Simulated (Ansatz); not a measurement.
# ClFGaH3O: two geometries relaxed, part 2 of 2

Are the two ends of the reaction (ligand exchange) separate minima, and which lies lower? Each is relaxed from a guess. Meant to form: Ga1–F6, H7–O2; to break: Ga1–O2, H7–F6. The start is a guess near the saddle point, from which both ends are pulled out.

Ansatz 0.2.0; RKS revPBE-D4/def2-SVP. The steps go on from the part before.

**4. A restrained relaxation towards end B**

Springs on the bonds that form and break draw the guess towards this end; the thresholds are loose.

File input.yaml:

```yaml
crystal:
  periodic: [false, false, false]
  atoms:
    - { symbol: Ga, position_ang: [0.0, 0.0, 0.0] }
    - { symbol: O, position_ang: [0.0, 0.0, 2.14] }
    - { symbol: H, position_ang: [-0.9095, -0.2814, 2.4771] }
    - { symbol: Cl, position_ang: [1.9398, 0.0, -1.12] }
    - { symbol: H, position_ang: [-1.3596, 0.0, -0.785] }
    - { symbol: F, position_ang: [0.4265, 1.8494, 0.6306] }
    - { symbol: H, position_ang: [0.2831, 1.2277, 1.7126] }
basis:
  gaussian: { orbitals: def2-SVP }
hamiltonian:
  xc: revpbe
  dispersion: d4
relax:
  f_tol: 0.15
  max_steps: 25
  restrain:
    - { distance: [0, 5], at: 1.7, k: 30.0 }
    - { distance: [6, 1], at: 1.01, k: 30.0 }
    - { distance: [0, 1], at: 2.99, k: 30.0 }
    - { distance: [6, 5], at: 2.12, k: 30.0 }
output:
  orbitals: {}
```

Started as:

```console
> ansatz run input.yaml --threads 2 --pin off --max-ram 3072MiB --backend cpu --events-out ev --progress --plain --runs-dir out
```

The log of the run:

```text
Warning: RAYON_NUM_THREADS=2 ignored (pool sized by the plan → 2); use --threads N
The last accepted step is kept in <dir> (removed where the run ends without a failure and the disk answers)
Engine: ansatz 0.2.0, aarch64-unknown-linux-gnu
Functional definition: revPBE
  parameter kappa = 1.245
  parameter beta = 0.06672455060314922
  exchange = pbe_x(kappa = kappa, mu = beta*pi^2/3)
  correlation = pbe_c(beta = beta)
1015 factors; their error is unknown
mean field evaluation 1: about -69686.6580 eV, gradient 6.3e1 eV
mean field evaluation 2: about -69643.0331 eV, gradient 1.5e2 eV
mean field evaluation 4: about -69692.9223 eV, gradient 1.5e1 eV
mean field evaluation 8: about -69693.3031 eV, gradient 1.1e-1 eV
mean field evaluation 16: about -69693.2552 eV, gradient 1.8e-4 eV
mean field -69693.25524313 eV, -2561.1798904001 hartree, gradient 3.3e-5 eV, S^2 0.000000; 0 other end points of the search recorded, 0 dependent functions left out
the calculation of the forces begins
reference -69693.25528964 eV, -2561.1798921091 hartree; 34, 34 occupied and 59, 59 virtual orbitals, 1015 factors
relax step   1: F+E_penalty+E_count = -69693.61737624 eV  Δ(F+E_penalty+E_count) = +0.000e0 eV  max|allowed force component| = 1.511e0 eV/Å  E_restraint = 24.92207175 eV  max|allowed force component, restraints' pulls added| = 2.500e1 eV/Å  Δτ_max = 0.0000 Å  (27 SCF iters, accepted)
  distance Ga 0 - F 5 = 2.0000 Å
  distance H 6 - O 1 = 1.3304 Å
  distance Ga 0 - O 1 = 2.1400 Å
  distance H 6 - F 5 = 1.2561 Å
these checks for a lower state are left out or cut short: starts, cluster_reference, orbital_swaps, neighbouring_geometries, increment
1015 factors; their error is unknown
mean field -69693.17965392 eV, -2561.1771125477 hartree, gradient 1.1e-5 eV, S^2 0.000000; 0 other end points of the search recorded, 0 dependent functions left out
the calculation of the forces begins
reference -69693.17970045 eV, -2561.1771142575 hartree; 34, 34 occupied and 59, 59 virtual orbitals, 1015 factors
relax step   2: F+E_penalty+E_count = -69693.53333309 eV  Δ(F+E_penalty+E_count) = +8.404e-2 eV  max|allowed force component| = 2.282e0 eV/Å  E_restraint = 9.66182064 eV  max|allowed force component, restraints' pulls added| = 1.738e1 eV/Å  Δτ_max = 0.1947 Å  (33 SCF iters, accepted)
  distance Ga 0 - F 5 = 1.9071 Å
  distance H 6 - O 1 = 1.1733 Å
  distance Ga 0 - O 1 = 2.4759 Å
  distance H 6 - F 5 = 1.5630 Å
these checks for a lower state are left out or cut short: starts, cluster_reference, orbital_swaps, neighbouring_geometries, increment
1015 factors; their error is unknown
mean field evaluation 32: about -69693.4841 eV, gradient 1.1e-4 eV
mean field -69693.48413343 eV, -2561.1883019633 hartree, gradient 1.9e-5 eV, S^2 0.000000; 0 other end points of the search recorded, 0 dependent functions left out
the calculation of the forces begins
reference -69693.48418046 eV, -2561.1883036918 hartree; 34, 34 occupied and 59, 59 virtual orbitals, 1015 factors
relax step   3: F+E_penalty+E_count = -69693.82491710 eV  Δ(F+E_penalty+E_count) = -2.916e-1 eV  max|allowed force component| = 1.230e0 eV/Å  E_restraint = 2.25130869 eV  max|allowed force component, restraints' pulls added| = 7.347e0 eV/Å  Δτ_max = 0.1948 Å  (34 SCF iters, accepted)
  distance Ga 0 - F 5 = 1.8170 Å
  distance H 6 - O 1 = 1.0292 Å
  distance Ga 0 - O 1 = 2.7137 Å
  distance H 6 - F 5 = 1.8757 Å
these checks for a lower state are left out or cut short: starts, cluster_reference, orbital_swaps, neighbouring_geometries, increment
1015 factors; their error is unknown
mean field -69693.75894959 eV, -2561.1984012710 hartree, gradient 1.9e-5 eV, S^2 0.000000; 0 other end points of the search recorded, 0 dependent functions left out
the calculation of the forces begins
reference -69693.75899695 eV, -2561.1984030115 hartree; 34, 34 occupied and 59, 59 virtual orbitals, 1015 factors
relax step   4: F+E_penalty+E_count = -69694.08065954 eV  Δ(F+E_penalty+E_count) = -2.557e-1 eV  max|allowed force component| = 1.338e0 eV/Å  E_restraint = 0.08975530 eV  max|allowed force component, restraints' pulls added| = 2.093e0 eV/Å  Δτ_max = 0.1946 Å  (33 SCF iters, accepted)
  distance Ga 0 - F 5 = 1.7434 Å
  distance H 6 - O 1 = 0.9732 Å
  distance Ga 0 - O 1 = 2.9435 Å
  distance H 6 - F 5 = 2.0960 Å
these checks for a lower state are left out or cut short: starts, cluster_reference, orbital_swaps, neighbouring_geometries, increment
1015 factors; their error is unknown
mean field -69693.91704257 eV, -2561.2042110808 hartree, gradient 8.0e-5 eV, S^2 0.000000; 0 other end points of the search recorded, 0 dependent functions left out
the calculation of the forces begins
reference -69693.91709112 eV, -2561.2042128650 hartree; 34, 34 occupied and 59, 59 virtual orbitals, 1015 factors
relax step   5: F+E_penalty+E_count = -69694.23612245 eV  Δ(F+E_penalty+E_count) = -1.555e-1 eV  max|allowed force component| = 1.293e0 eV/Å  E_restraint = 0.05104252 eV  max|allowed force component, restraints' pulls added| = 1.293e0 eV/Å  Δτ_max = 0.2000 Å  (28 SCF iters, accepted)
  distance Ga 0 - F 5 = 1.7479 Å
  distance H 6 - O 1 = 0.9965 Å
  distance Ga 0 - O 1 = 2.9621 Å
  distance H 6 - F 5 = 2.1079 Å
these checks for a lower state are left out or cut short: starts, cluster_reference, orbital_swaps, neighbouring_geometries, increment
1015 factors; their error is unknown
mean field -69693.85823554 eV, -2561.2020499623 hartree, gradient 8.1e-5 eV, S^2 0.000000; 0 other end points of the search recorded, 0 dependent functions left out
the calculation of the forces begins
reference -69693.85828410 eV, -2561.2020517470 hartree; 34, 34 occupied and 59, 59 virtual orbitals, 1015 factors
relax step   6: F+E_penalty+E_count = -69694.16234029 eV  Δ(F+E_penalty+E_count) = +7.378e-2 eV  max|allowed force component| = 1.757e0 eV/Å  E_restraint = 0.09292101 eV  max|allowed force component, restraints' pulls added| = 2.296e0 eV/Å  Δτ_max = 0.1918 Å  (30 SCF iters, rejected (line search))
  distance Ga 0 - F 5 = 1.7651 Å
  distance H 6 - O 1 = 1.0309 Å
  distance Ga 0 - O 1 = 2.9849 Å
  distance H 6 - F 5 = 2.1587 Å
these checks for a lower state are left out or cut short: starts, cluster_reference, orbital_swaps, neighbouring_geometries, increment
1015 factors; their error is unknown
mean field -69693.97626003 eV, -2561.2063872822 hartree, gradient 1.2e-5 eV, S^2 0.000000; 0 other end points of the search recorded, 0 dependent functions left out
the calculation of the forces begins
reference -69693.97630854 eV, -2561.2063890651 hartree; 34, 34 occupied and 59, 59 virtual orbitals, 1015 factors
relax step   7: F+E_penalty+E_count = -69694.28870001 eV  Δ(F+E_penalty+E_count) = -5.258e-2 eV  max|allowed force component| = 1.114e0 eV/Å  E_restraint = 0.03817586 eV  max|allowed force component, restraints' pulls added| = 9.674e-1 eV/Å  Δτ_max = 0.0953 Å  (29 SCF iters, accepted)
  distance Ga 0 - F 5 = 1.7459 Å
  distance H 6 - O 1 = 1.0004 Å
  distance Ga 0 - O 1 = 2.9737 Å
  distance H 6 - F 5 = 2.1114 Å
these checks for a lower state are left out or cut short: starts, cluster_reference, orbital_swaps, neighbouring_geometries, increment
1015 factors; their error is unknown
mean field evaluation 64: about -69693.9978 eV, gradient 8.8e-2 eV
mean field -69693.99786937 eV, -2561.2071814108 hartree, gradient 9.3e-6 eV, S^2 0.000000; 0 other end points of the search recorded, 0 dependent functions left out
the calculation of the forces begins
reference -69693.99791787 eV, -2561.2071831934 hartree; 34, 34 occupied and 59, 59 virtual orbitals, 1015 factors
relax step   8: F+E_penalty+E_count = -69694.30908944 eV  Δ(F+E_penalty+E_count) = -2.039e-2 eV  max|allowed force component| = 1.132e0 eV/Å  E_restraint = 0.03683523 eV  max|allowed force component, restraints' pulls added| = 1.652e-1 eV/Å  Δτ_max = 0.0998 Å  (28 SCF iters, accepted)
  distance Ga 0 - F 5 = 1.7428 Å
  distance H 6 - O 1 = 0.9936 Å
  distance Ga 0 - O 1 = 2.9713 Å
  distance H 6 - F 5 = 2.1225 Å
these checks for a lower state are left out or cut short: starts, cluster_reference, orbital_swaps, neighbouring_geometries, increment
1015 factors; their error is unknown
mean field -69693.99977676 eV, -2561.2072515063 hartree, gradient 8.0e-5 eV, S^2 0.000000; 0 other end points of the search recorded, 0 dependent functions left out
the calculation of the forces begins
reference -69693.99982530 eV, -2561.2072532901 hartree; 34, 34 occupied and 59, 59 virtual orbitals, 1015 factors
relax step   9: F+E_penalty+E_count = -69694.31075611 eV  Δ(F+E_penalty+E_count) = -1.667e-3 eV  max|allowed force component| = 1.230e0 eV/Å  E_restraint = 0.03578543 eV  max|allowed force component, restraints' pulls added| = 1.037e-1 eV/Å  Δτ_max = 0.0580 Å  (25 SCF iters, accepted)
  distance Ga 0 - F 5 = 1.7429 Å
  distance H 6 - O 1 = 0.9932 Å
  distance Ga 0 - O 1 = 2.9738 Å
  distance H 6 - F 5 = 2.1210 Å
1015 factors; their error is unknown
mean field -69693.99977676 eV, -2561.2072515063 hartree, gradient 8.0e-5 eV, S^2 0.000000; 1 other end points of the search recorded, 0 dependent functions left out
the calculation of the forces begins
reference -69693.99982530 eV, -2561.2072532901 hartree; 34, 34 occupied and 59, 59 virtual orbitals, 1015 factors
Total energy: -69694.31080465 eV, -2561.2186815704 hartree
Atom 0 at     0.092609     0.459863    -0.516312 Å, force     0.013305    -1.230276    -0.217519 eV/Å
Atom 1 at     0.048629    -0.056499     2.412007 Å, force     0.104791     0.560461    -0.571355 eV/Å
Atom 2 at    -0.894369    -0.075763     2.666203 Å, force     0.003863     0.017018    -0.012606 eV/Å
Atom 3 at     2.014008    -0.244329    -1.229490 Å, force    -0.090647     0.035894     0.040398 eV/Å
Atom 4 at    -1.290432    -0.140965    -0.911222 Å, force    -0.009012     0.013987     0.004427 eV/Å
Atom 5 at     0.205300     1.943664     0.391080 Å, force     0.071050     1.110395     0.638762 eV/Å
Atom 6 at     0.204556     0.909730     2.243034 Å, force    -0.093349    -0.507479     0.117894 eV/Å
Dipole moment:    -0.583932     0.031942     0.120137 e Å
```

Run time: 18 s. Hardware: 2 threads of Arm Neoverse V1, shared host; peak memory 0.15 GiB.

Relaxation path:

```csv
step,energy from step 1 (eV),largest force component (eV/Å)
1,0.0000,1.5113
2,0.0840,2.2817
3,-0.2075,1.2304
4,-0.4633,1.3385
5,-0.6187,1.2930
6x,-0.5450,1.7571
7,-0.6713,1.1144
8,-0.6917,1.1320
9,-0.6934,1.2303
```

Step 1 is the start. 1 step was tried and not accepted (marked x). Energies and forces in the table leave out the springs, which the log lists apart; the run stops on the force with the springs' pull added.

After: Bond lengths: O2–H3 0.977 Å, Ga1–Cl4 2.167 Å, Ga1–H5 1.559 Å, Ga1–F6 1.743 Å, O2–H7 0.993 Å. Angles: H3–O2–H7 102.4°, Cl4–Ga1–H5 125.3°, Cl4–Ga1–F6 113.0°, H5–Ga1–F6 121.2°.

Pairs that crossed the distance rule for bonds on the way: came closer O2–H7; moved apart Ga1–O2.

**5. End point B**

It starts where the restrained run ended.

File input.yaml:

```yaml
crystal:
  periodic: [false, false, false]
  atoms:
    - { symbol: Ga, position_ang: [0.092609, 0.459863, -0.516312] }
    - { symbol: O, position_ang: [0.048629, -0.056499, 2.412007] }
    - { symbol: H, position_ang: [-0.894369, -0.075763, 2.666203] }
    - { symbol: Cl, position_ang: [2.014008, -0.244329, -1.22949] }
    - { symbol: H, position_ang: [-1.290432, -0.140965, -0.911222] }
    - { symbol: F, position_ang: [0.2053, 1.943664, 0.39108] }
    - { symbol: H, position_ang: [0.204556, 0.90973, 2.243034] }
basis:
  gaussian: { orbitals: def2-SVP }
hamiltonian:
  xc: revpbe
  dispersion: d4
relax:
  f_tol: 0.03
  max_steps: 50
```

Started as:

```console
> ansatz run input.yaml --threads 2 --pin off --max-ram 3072MiB --backend cpu --events-out ev --progress --plain --runs-dir out
```

The log of the run, cut to the lines that bear on the results:

```text
Warning: RAYON_NUM_THREADS=2 ignored (pool sized by the plan → 2); use --threads N
[...]
[... 1 set-up line as earlier in the session ...]
[...]
1015 factors; their error is unknown
[...]
mean field -69693.99979666 eV, -2561.2072522376 hartree, gradient 6.1e-5 eV, S^2 0.000000; 0 other end points of the search recorded, 0 dependent functions left out
[...]
reference -69693.99984518 eV, -2561.2072540206 hartree; 34, 34 occupied and 59, 59 virtual orbitals, 1015 factors
relax step   1: F+E_penalty+E_count = -69694.31077602 eV  Δ(F+E_penalty+E_count) = +0.000e0 eV  max|allowed force component| = 1.230e0 eV/Å  Δτ_max = 0.0000 Å  (26 SCF iters, accepted)
[...]
relax step   6: F+E_penalty+E_count = -69694.76729239 eV  Δ(F+E_penalty+E_count) = -3.138e-3 eV  max|allowed force component| = 6.272e-2 eV/Å  Δτ_max = 0.0231 Å  (25 SCF iters, accepted)
[...]
mean field -69694.40726974 eV, -2561.2222265968 hartree, gradient 6.2e-5 eV, S^2 0.000000; 1 other end points of the search recorded, 0 dependent functions left out
[...]
reference -69694.40731737 eV, -2561.2222283475 hartree; 34, 34 occupied and 59, 59 virtual orbitals, 1015 factors
Total energy: -69694.76786881 eV, -2561.2354783684 hartree
Atom 0 at     0.043672     0.412201    -0.183071 Å, force     0.011236     0.003693    -0.001751 eV/Å
Atom 1 at     0.116408    -0.004489     1.940818 Å, force    -0.014498     0.004421    -0.014020 eV/Å
Atom 2 at    -0.765550    -0.228060     2.299626 Å, force    -0.002264    -0.012965     0.010442 eV/Å
Atom 3 at     1.949997    -0.347298    -0.898286 Å, force    -0.003729     0.001285    -0.001472 eV/Å
Atom 4 at    -1.353680    -0.115157    -0.651807 Å, force    -0.000579    -0.001759     0.000807 eV/Å
Atom 5 at     0.168614     2.117360     0.424136 Å, force     0.000945    -0.008736     0.000952 eV/Å
Atom 6 at     0.220840     0.961144     2.123885 Å, force     0.008890     0.014061     0.005042 eV/Å
Dipole moment:    -0.603661    -0.186667     0.657872 e Å
```

It took 13 s on 2 threads of Arm Neoverse V1, shared host; peak memory 0.14 GiB.

Relaxation path:

```
step  energy from step 1 (eV)  largest force component (eV/Å)
   1                   0.0000                          1.2302
   2                  -0.1581                          1.1155
   3                  -0.3509                          1.2198
   4                  -0.4296                          0.7681
   5                  -0.4534                          0.2426
   6                  -0.4565                          0.0627
   7                  -0.4570                          0.0145
```

Step 1 is the start.

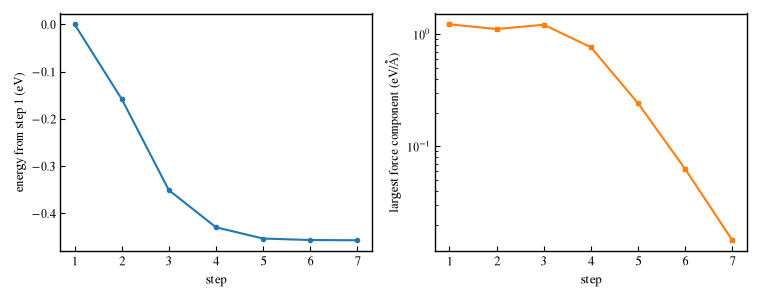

Energy and largest force along the relaxation.

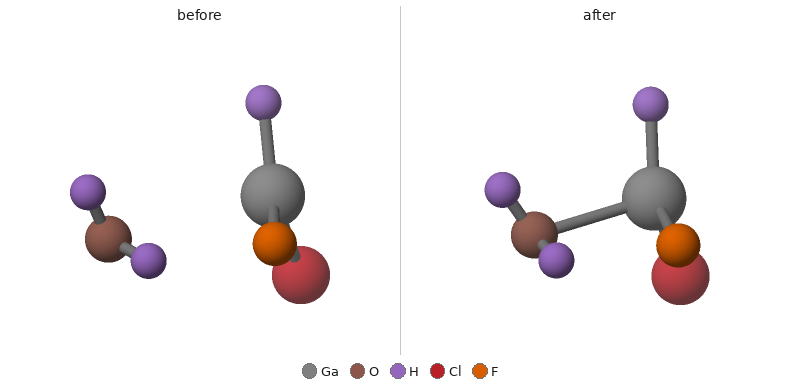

Before and after, at one scale.

After: Bond lengths: Ga1–O2 2.166 Å, O2–H3 0.978 Å, Ga1–Cl4 2.173 Å, Ga1–H5 1.565 Å, Ga1–F6 1.814 Å, O2–H7 0.988 Å. Angles: Ga1–O2–H3 111.9°, Ga1–O2–H7 89.8°, H3–O2–H7 104.5°, O2–Ga1–Cl4 103.1°, O2–Ga1–H5 105.0°, O2–Ga1–F6 81.4°, Cl4–Ga1–H5 124.5°, Cl4–Ga1–F6 112.2°, H5–Ga1–F6 118.6°.

Pairs that crossed the distance rule for bonds on the way: came closer Ga1–O2.

**6. Results**

This closing draws on all 2 parts.

```
                           quantity                     value
                              end A  15 moves, 0.877 eV lower
                              end B   6 moves, 0.457 eV lower
largest difference between the ends                    0.02 Å
            end B relative to end A                 +0.000 eV
```

The two relaxations end at one structure, within 0.02 Å: no second minimum was found from this start, which doesn't rule one out.
